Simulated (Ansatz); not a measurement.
# Geometry relaxation, with input and output: C3H4OTe

C3H4OTe, SMILES [TeH]C1=CCO1, computed with RKS PBE/def2-mTZVP (Ansatz 0.2.0).

It belongs to a series of runs on one base structure; here: end point A relaxed. Figures and captions count atoms from 1; the log counts them from 0 in places.

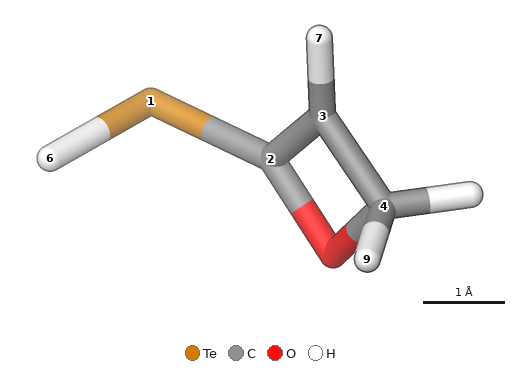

Fig. 1: The starting structure (stick view, seen at a tilt; atoms are numbered from 1 in the order of the input). Bond lengths as drawn: C–C 1.34 to 1.37 Å, C–H 1.10 to 1.15 Å, C–O 1.42 to 1.43 Å, C–Te 2.06 Å and H–Te 1.77 Å.

## Key numbers

```tsv
quantity	value
outcome	converged
total energy	−12509.2692 eV
mean-field energy	−12509.2692 eV
largest force (length of the vector) at the end	0.009 eV/Å
hardware	2 threads of Intel Xeon @ 2.50GHz (Skylake/Cascade Lake), 189 GiB of memory available, shared host
wall time	55 s (CPU time 1.7 min)
peak memory	0.18 GiB
```

## Input
```yaml
crystal:
  periodic: [false, false, false]
  atoms:
    - { symbol: Te, position_ang: [-0.8435, 1.647, -1.9709] }
    - { symbol: C, position_ang: [-0.3743, 0.2444, -0.5312] }
    - { symbol: C, position_ang: [0.7942, -0.227, -0.0756] }
    - { symbol: C, position_ang: [0.1442, -1.0611, 0.7939] }
    - { symbol: O, position_ang: [-1.1304, -0.6115, 0.3196] }
    - { symbol: H, position_ang: [-0.8753, 2.9426, -0.7644] }
    - { symbol: H, position_ang: [1.9005, -0.0401, -0.2558] }
    - { symbol: H, position_ang: [0.2474, -2.1329, 0.5532] }
    - { symbol: H, position_ang: [0.2258, -0.8077, 1.914] }
basis:
  gaussian: { orbitals: def2-mTZVP }
hamiltonian:
  xc: pbe
relax:
  f_tol: 0.015
  max_steps: 40
output:
  orbitals: {}
```

Launched with:
```bash
ansatz run input.yaml --threads 2 --pin off --max-ram 3072MiB --backend cpu --events-out ev --progress --plain --runs-dir out
```

## The program's output
```
The last accepted step is kept in [file] (removed where the run ends without a failure and the disk answers)
Engine: ansatz 0.2.0, x86_64-unknown-linux-gnu
Functional definition: PBE
  parameter kappa = 0.804
  parameter beta = 0.06672455060314922
  exchange = pbe_x(kappa = kappa, mu = beta*pi^2/3)
  correlation = pbe_c(beta = beta)
1240 factors; their error is unknown
mean field evaluation 1: about -12495.3400 eV, gradient 7.4e1 eV
mean field evaluation 2: about -12375.2634 eV, gradient 2.0e2 eV
mean field evaluation 4: about -12505.6184 eV, gradient 4.1e1 eV
mean field evaluation 8: about -12508.7956 eV, gradient 5.2e-1 eV
mean field evaluation 16: about -12508.6348 eV, gradient 2.5e-3 eV
mean field -12508.63481757 eV, -459.6838508884 hartree, gradient 4.0e-5 eV, S^2 0.000000; 0 other end points of the search recorded, 0 dependent functions left out
the calculation of the forces begins
reference -12508.63486070 eV, -459.6838524737 hartree; 27, 27 occupied and 102, 102 virtual orbitals, 1240 factors
relax step   1: F+E_penalty+E_count = -12508.63481757 eV  Δ(F+E_penalty+E_count) = +0.000e0 eV  max|allowed force component| = 5.128e0 eV/Å  Δτ_max = 0.0000 Å  (33 SCF iters, accepted)
these checks for a lower state are left out or cut short: starts, cluster_reference, orbital_swaps, neighbouring_geometries, increment
1240 factors; their error is unknown
mean field -12509.10450748 eV, -459.7011116744 hartree, gradient 2.0e-5 eV, S^2 0.000000; 0 other end points of the search recorded, 0 dependent functions left out
the calculation of the forces begins
reference -12509.10455054 eV, -459.7011132568 hartree; 27, 27 occupied and 102, 102 virtual orbitals, 1240 factors
relax step   2: F+E_penalty+E_count = -12509.10450748 eV  Δ(F+E_penalty+E_count) = -4.697e-1 eV  max|allowed force component| = 1.958e0 eV/Å  Δτ_max = 0.1815 Å  (39 SCF iters, accepted)
these checks for a lower state are left out or cut short: starts, cluster_reference, orbital_swaps, neighbouring_geometries, increment
1240 factors; their error is unknown
mean field evaluation 32: about -12509.3941 eV, gradient 1.5e-1 eV
mean field -12509.22833838 eV, -459.7056623761 hartree, gradient 1.2e-5 eV, S^2 0.000000; 0 other end points of the search recorded, 0 dependent functions left out
the calculation of the forces begins
reference -12509.22838135 eV, -459.7056639551 hartree; 27, 27 occupied and 102, 102 virtual orbitals, 1240 factors
relax step   3: F+E_penalty+E_count = -12509.22833838 eV  Δ(F+E_penalty+E_count) = -1.238e-1 eV  max|allowed force component| = 6.645e-1 eV/Å  Δτ_max = 0.1186 Å  (31 SCF iters, accepted)
these checks for a lower state are left out or cut short: starts, cluster_reference, orbital_swaps, neighbouring_geometries, increment
1240 factors; their error is unknown
mean field -12509.25097702 eV, -459.7064943308 hartree, gradient 1.8e-5 eV, S^2 0.000000; 0 other end points of the search recorded, 0 dependent functions left out
the calculation of the forces begins
reference -12509.25101980 eV, -459.7064959029 hartree; 27, 27 occupied and 102, 102 virtual orbitals, 1240 factors
relax step   4: F+E_penalty+E_count = -12509.25097702 eV  Δ(F+E_penalty+E_count) = -2.264e-2 eV  max|allowed force component| = 4.984e-1 eV/Å  Δτ_max = 0.2000 Å  (39 SCF iters, accepted)
these checks for a lower state are left out or cut short: starts, cluster_reference, orbital_swaps, neighbouring_geometries, increment
1240 factors; their error is unknown
mean field -12509.25300768 eV, -459.7065689559 hartree, gradient 2.4e-5 eV, S^2 0.000000; 0 other end points of the search recorded, 0 dependent functions left out
the calculation of the forces begins
reference -12509.25305090 eV, -459.7065705445 hartree; 27, 27 occupied and 102, 102 virtual orbitals, 1240 factors
relax step   5: F+E_penalty+E_count = -12509.25300768 eV  Δ(F+E_penalty+E_count) = -2.031e-3 eV  max|allowed force component| = 2.629e-1 eV/Å  Δτ_max = 0.1978 Å  (32 SCF iters, accepted)
these checks for a lower state are left out or cut short: starts, cluster_reference, orbital_swaps, neighbouring_geometries, increment
1240 factors; their error is unknown
mean field -12509.26491640 eV, -459.7070065934 hartree, gradient 2.0e-5 eV, S^2 0.000000; 0 other end points of the search recorded, 0 dependent functions left out
the calculation of the forces begins
reference -12509.26495902 eV, -459.7070081595 hartree; 27, 27 occupied and 102, 102 virtual orbitals, 1240 factors
relax step   6: F+E_penalty+E_count = -12509.26491640 eV  Δ(F+E_penalty+E_count) = -1.191e-2 eV  max|allowed force component| = 2.288e-1 eV/Å  Δτ_max = 0.1997 Å  (32 SCF iters, accepted)
these checks for a lower state are left out or cut short: starts, cluster_reference, orbital_swaps, neighbouring_geometries, increment
1240 factors; their error is unknown
mean field evaluation 64: about -12509.2678 eV, gradient 3.0e-3 eV
mean field -12509.26775663 eV, -459.7071109699 hartree, gradient 2.0e-5 eV, S^2 0.000000; 0 other end points of the search recorded, 0 dependent functions left out
the calculation of the forces begins
reference -12509.26779932 eV, -459.7071125389 hartree; 27, 27 occupied and 102, 102 virtual orbitals, 1240 factors
relax step   7: F+E_penalty+E_count = -12509.26775663 eV  Δ(F+E_penalty+E_count) = -2.840e-3 eV  max|allowed force component| = 1.545e-1 eV/Å  Δτ_max = 0.0862 Å  (32 SCF iters, accepted)
these checks for a lower state are left out or cut short: starts, cluster_reference, orbital_swaps, neighbouring_geometries, increment
1240 factors; their error is unknown
mean field -12509.26886038 eV, -459.7071515319 hartree, gradient 1.9e-5 eV, S^2 0.000000; 0 other end points of the search recorded, 0 dependent functions left out
the calculation of the forces begins
reference -12509.26890308 eV, -459.7071531011 hartree; 27, 27 occupied and 102, 102 virtual orbitals, 1240 factors
relax step   8: F+E_penalty+E_count = -12509.26886038 eV  Δ(F+E_penalty+E_count) = -1.104e-3 eV  max|allowed force component| = 4.750e-2 eV/Å  Δτ_max = 0.0089 Å  (34 SCF iters, accepted)
these checks for a lower state are left out or cut short: starts, cluster_reference, orbital_swaps, neighbouring_geometries, increment
1240 factors; their error is unknown
mean field -12509.26889421 eV, -459.7071527753 hartree, gradient 1.9e-5 eV, S^2 0.000000; 0 other end points of the search recorded, 0 dependent functions left out
the calculation of the forces begins
reference -12509.26893696 eV, -459.7071543464 hartree; 27, 27 occupied and 102, 102 virtual orbitals, 1240 factors
relax step   9: F+E_penalty+E_count = -12509.26889421 eV  Δ(F+E_penalty+E_count) = -3.384e-5 eV  max|allowed force component| = 3.017e-2 eV/Å  Δτ_max = 0.0125 Å  (34 SCF iters, accepted)
these checks for a lower state are left out or cut short: starts, cluster_reference, orbital_swaps, neighbouring_geometries, increment
1240 factors; their error is unknown
mean field -12509.26912153 eV, -459.7071611292 hartree, gradient 1.9e-5 eV, S^2 0.000000; 0 other end points of the search recorded, 0 dependent functions left out
the calculation of the forces begins
reference -12509.26916429 eV, -459.7071627003 hartree; 27, 27 occupied and 102, 102 virtual orbitals, 1240 factors
relax step  10: F+E_penalty+E_count = -12509.26912153 eV  Δ(F+E_penalty+E_count) = -2.273e-4 eV  max|allowed force component| = 7.916e-3 eV/Å  Δτ_max = 0.0087 Å  (33 SCF iters, accepted)
1240 factors; their error is unknown
mean field evaluation 96: about -12370.8427 eV, gradient 2.0e2 eV
```

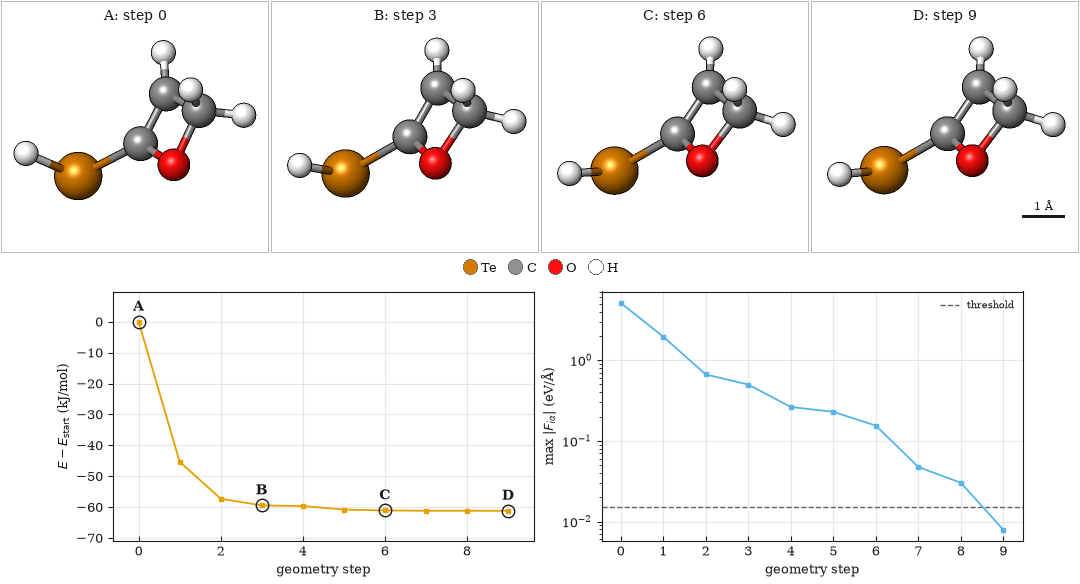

Fig. 2: Frames of the relaxation (ball-and-stick view, seen at a tilt) above the curves, on which the letters mark them (the first geometry is step 0 here and step 1 in the log).

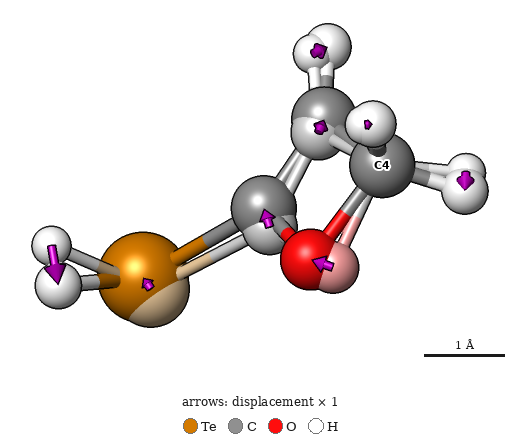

Fig. 3: Start (faint) and end (solid) with the displacements as pink arrows, at true length (ball-and-stick view, seen at a tilt). The two geometries are laid on each other by the best rigid fit. After 9 geometry steps the energy has fallen by 61.2 kJ/mol. Largest force component: 5.1 eV/Å at the start, 0.0079 eV/Å at the end. The largest move after the best rigid fit is that of H6, 0.53 Å. Largest moves by element: H 0.53 Å, O 0.29 Å, C 0.25 Å, Te 0.18 Å. Distances before and after: C3–C4 1.369 → 1.506 Å, Te1–H6 1.771 → 1.688 Å, C4–O5 1.432 → 1.490 Å, C3–H7 1.136 → 1.084 Å. Among the angles that change: Te1–C2–O5 134.8° → 123.4°, C3–C2–O5 92.8° → 99.1°, Te1–C2–C3 132.4° → 137.3°. (Atoms are counted from 1 in the order of the input.)

```
mean field -12509.26912153 eV, -459.7071611292 hartree, gradient 1.9e-5 eV, S^2 0.000000; 1 other end points of the search recorded, 0 dependent functions left out
the calculation of the forces begins
reference -12509.26916429 eV, -459.7071627003 hartree; 27, 27 occupied and 102, 102 virtual orbitals, 1240 factors
Total energy: -12509.26916429 eV, -459.7071627003 hartree
Atom 0 at    -0.708738     1.762691    -1.956825 Å, force    -0.000910    -0.001554    -0.000325 eV/Å
Atom 1 at    -0.143468     0.346123    -0.495785 Å, force     0.003573    -0.002789     0.004038 eV/Å
Atom 2 at     0.988103    -0.276239    -0.101747 Å, force     0.001508     0.003073    -0.003864 eV/Å
Atom 3 at     0.119333    -1.079204     0.830227 Å, force    -0.002749     0.001770     0.001138 eV/Å
Atom 4 at    -1.062397    -0.327662     0.321170 Å, force    -0.001561     0.006370    -0.005864 eV/Å
Atom 5 at    -1.383581     2.795922    -0.804715 Å, force    -0.001563     0.001719     0.001320 eV/Å
Atom 6 at     2.046404    -0.210313    -0.326186 Å, force    -0.001262    -0.000873     0.000796 eV/Å
Atom 7 at    -0.011782    -2.147682     0.607364 Å, force     0.001563    -0.007916     0.001211 eV/Å
Atom 8 at     0.244726    -0.909936     1.909299 Å, force     0.001401     0.000198     0.001549 eV/Å
Dipole moment:     0.274896    -0.104065     0.079475 e Å
```

## Trajectory as extended XYZ (Å, eV, eV/Å), 10 frames, from step=1 to step=10
```
9
Properties=species:S:1:pos:R:3:forces:R:3 step=1 energy=-12508.63482
Te   -0.8435    1.6470   -1.9709   -0.4900   1.0916   0.3543
C    -0.3743    0.2444   -0.5312    0.3877  -0.4793   0.2978
C     0.7942   -0.2270   -0.0756    5.1278   3.0812  -2.8641
C     0.1442   -1.0611    0.7939   -1.3579  -2.8150   3.9987
O    -1.1304   -0.6115    0.3196   -2.1702   0.6653  -0.4872
H    -0.8753    2.9426   -0.7644   -0.0431  -0.6482  -0.7268
H     1.9005   -0.0401   -0.2558   -1.4751  -0.0675   0.0469
H     0.2474   -2.1329    0.5532    0.0082  -0.1636   0.5456
H     0.2258   -0.8077    1.9140    0.0127  -0.6645  -1.1653
9
Properties=species:S:1:pos:R:3:forces:R:3 step=2 energy=-12509.10451
Te   -0.8970    1.7221   -1.9243   -0.0745  -0.8769  -0.8581
C    -0.2875    0.2686   -0.5202   -0.0914  -0.0088   0.5784
C     0.8791   -0.2291   -0.0642    1.9575   1.0988  -1.2385
C     0.1386   -1.0958    0.8121   -0.5801  -1.2522   1.6909
O    -1.1193   -0.5362    0.3216   -0.5926   0.4739  -0.5572
H    -0.9915    2.9854   -0.8971   -0.0208   0.6322   0.7845
H     1.9523   -0.0714   -0.2495   -0.5187   0.0244  -0.0268
H     0.1823   -2.1774    0.5916   -0.0382   0.0576   0.1259
H     0.2316   -0.9124    1.9128   -0.0413  -0.1490  -0.4991
9
Properties=species:S:1:pos:R:3:forces:R:3 step=3 energy=-12509.22834
Te   -0.9225    1.6778   -1.9779    0.1060  -0.2094   0.0942
C    -0.2372    0.3391   -0.4849   -0.1719  -0.6645   0.0597
C     0.9296   -0.2071   -0.0729   -0.0446   0.2356  -0.1152
C     0.1247   -1.0923    0.8191   -0.0927  -0.3526   0.2383
O    -1.1148   -0.4690    0.3004    0.2220   0.4217  -0.2509
H    -1.0090    2.8877   -0.8321   -0.0958   0.3196   0.0942
H     1.9826   -0.0690   -0.2736    0.1076   0.0635  -0.0611
H     0.1252   -2.1739    0.6002   -0.0156   0.0993  -0.0870
H     0.2101   -0.9396    1.9045   -0.0151   0.0868   0.0278
9
Properties=species:S:1:pos:R:3:forces:R:3 step=4 energy=-12509.25098
Te   -0.7837    1.7179   -1.9699   -0.0582   0.0266   0.0982
C    -0.2040    0.2817   -0.5249   -0.0996   0.4984  -0.3733
C     0.9583   -0.2423   -0.1019   -0.1985  -0.1882   0.1178
C     0.1208   -1.0752    0.8322   -0.0418  -0.2439   0.2105
O    -1.1058   -0.4088    0.2841    0.2741  -0.1734   0.1139
H    -1.1775    2.8207   -0.7476   -0.0197   0.0056  -0.0964
H     2.0042   -0.1094   -0.3272    0.1885  -0.0143   0.0038
H     0.0636   -2.1576    0.6242   -0.0064   0.1270   0.0738
H     0.2126   -0.8732    1.9137   -0.0384  -0.0378  -0.1483
9
Properties=species:S:1:pos:R:3:forces:R:3 step=5 energy=-12509.25301
Te   -0.8626    1.6899   -1.9500   -0.0129   0.1855   0.0656
C    -0.2085    0.3152   -0.4816   -0.1327  -0.0862   0.0107
C     0.9558   -0.2397   -0.0811   -0.1463   0.0405   0.0802
C     0.1307   -1.1077    0.8319   -0.0324  -0.1425  -0.0834
O    -1.0959   -0.4491    0.3028    0.1589   0.1476   0.0174
H    -1.1492    2.9775   -0.8649    0.0570  -0.2629  -0.0833
H     2.0067   -0.1071   -0.2970    0.0975   0.0240  -0.0126
H     0.0935   -2.1851    0.6090    0.0017   0.0338  -0.0244
H     0.2181   -0.9402    1.9136    0.0092   0.0601   0.0297
9
Properties=species:S:1:pos:R:3:forces:R:3 step=6 energy=-12509.26492
Te   -0.7588    1.7306   -1.9708   -0.0017   0.0083   0.0864
C    -0.1715    0.3345   -0.4937    0.0419   0.0389   0.1002
C     0.9738   -0.2549   -0.0890    0.0253  -0.1269  -0.0702
C     0.1235   -1.0950    0.8307   -0.0200   0.2288   0.0219
O    -1.0740   -0.3549    0.3295   -0.0239  -0.1171  -0.0615
H    -1.2981    2.8512   -0.8227    0.0076  -0.0401  -0.0357
H     2.0321   -0.1645   -0.3071   -0.0157  -0.0051  -0.0273
H     0.0129   -2.1643    0.5946    0.0185   0.0574   0.0023
H     0.2488   -0.9290    1.9112   -0.0318  -0.0443  -0.0162
9
Properties=species:S:1:pos:R:3:forces:R:3 step=7 energy=-12509.26776
Te   -0.7206    1.7519   -1.9535   -0.0018   0.0618  -0.1545
C    -0.1477    0.3445   -0.5017    0.0576  -0.1214   0.1490
C     0.9846   -0.2749   -0.1020    0.0207   0.0459  -0.0489
C     0.1185   -1.0798    0.8290   -0.0329   0.0651   0.0066
O    -1.0665   -0.3300    0.3165    0.0458  -0.0548   0.0120
H    -1.3622    2.7981   -0.8002   -0.0285   0.0406   0.0458
H     2.0449   -0.2008   -0.3195   -0.0325  -0.0112  -0.0015
H    -0.0063   -2.1488    0.6059   -0.0152  -0.0088   0.0110
H     0.2439   -0.9064    1.9082   -0.0131  -0.0171  -0.0194
9
Properties=species:S:1:pos:R:3:forces:R:3 step=8 energy=-12509.26886
Te   -0.7159    1.7563   -1.9569   -0.0203   0.0475  -0.0071
C    -0.1473    0.3426   -0.4981    0.0011  -0.0235   0.0231
C     0.9859   -0.2751   -0.1025   -0.0033  -0.0083   0.0189
C     0.1197   -1.0812    0.8310   -0.0192   0.0397  -0.0468
O    -1.0659   -0.3339    0.3167    0.0382  -0.0223   0.0273
H    -1.3689    2.8037   -0.8014    0.0108  -0.0214  -0.0217
H     2.0445   -0.2018   -0.3239   -0.0024  -0.0056   0.0008
H    -0.0073   -2.1506    0.6082    0.0037   0.0080   0.0184
H     0.2438   -0.9063    1.9097   -0.0085  -0.0140  -0.0130
9
Properties=species:S:1:pos:R:3:forces:R:3 step=9 energy=-12509.26889
Te   -0.7135    1.7594   -1.9579    0.0077  -0.0098  -0.0027
C    -0.1443    0.3471   -0.4933    0.0050   0.0081  -0.0069
C     0.9884   -0.2721   -0.0973   -0.0221  -0.0047  -0.0064
C     0.1189   -1.0792    0.8316    0.0227   0.0246   0.0212
O    -1.0630   -0.3281    0.3223    0.0038  -0.0121   0.0026
H    -1.3785    2.8006   -0.8080   -0.0046   0.0054   0.0080
H     2.0451   -0.2124   -0.3304    0.0036   0.0066   0.0128
H    -0.0042   -2.1471    0.6031   -0.0214  -0.0178   0.0016
H     0.2397   -0.9146    1.9128    0.0052  -0.0002  -0.0302
9
Properties=species:S:1:pos:R:3:forces:R:3 step=10 energy=-12509.26912
Te   -0.7087    1.7627   -1.9568   -0.0009  -0.0016  -0.0003
C    -0.1435    0.3461   -0.4958    0.0036  -0.0028   0.0040
C     0.9881   -0.2762   -0.1017    0.0015   0.0031  -0.0039
C     0.1193   -1.0792    0.8302   -0.0027   0.0018   0.0011
O    -1.0624   -0.3277    0.3212   -0.0016   0.0064  -0.0059
H    -1.3836    2.7959   -0.8047   -0.0016   0.0017   0.0013
H     2.0464   -0.2103   -0.3262   -0.0013  -0.0009   0.0008
H    -0.0118   -2.1477    0.6074    0.0016  -0.0079   0.0012
H     0.2447   -0.9099    1.9093    0.0014   0.0002   0.0015
```

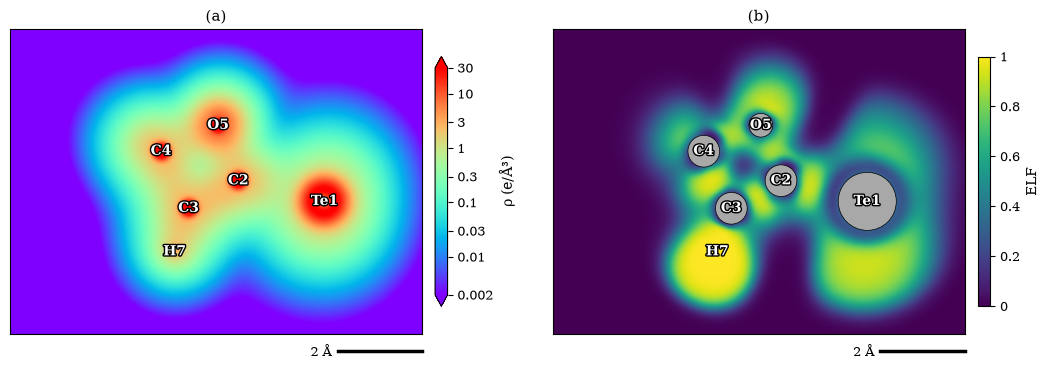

Fig. 4: (a) electron density; (b) ELF on the plane of atoms C2, C3 and C4. Grey discs, where drawn, cover atomic cores. The plane passes through Te, C, O and H nuclei. C–C (1.35 Å): ρ is about 2.2 e/Å³ halfway; the ELF peaks at about 0.90 between the atoms; a double or triple bond. C–Te (2.11 Å): ρ at the midpoint is about 0.78 e/Å³; the ELF peaks at about 0.90 between the atoms.

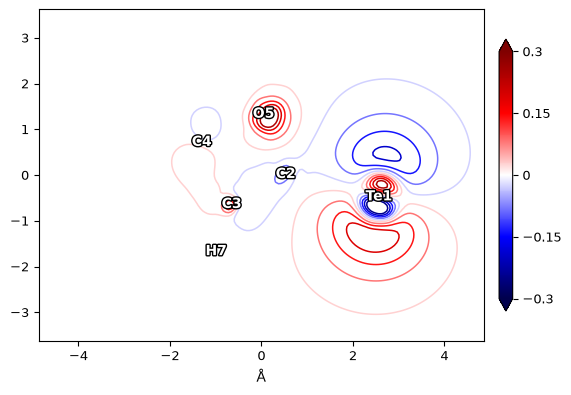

Fig. 5: The HOMO−1 on the plane of atoms C4, C3 and H7 (values in Å⁻³ᐟ²; the overall sign is arbitrary). It lies mainly on Te1 (30 %), O5 (30 %), C3 (20 %) and C2 (15 %). Its energy is −5.75 eV.
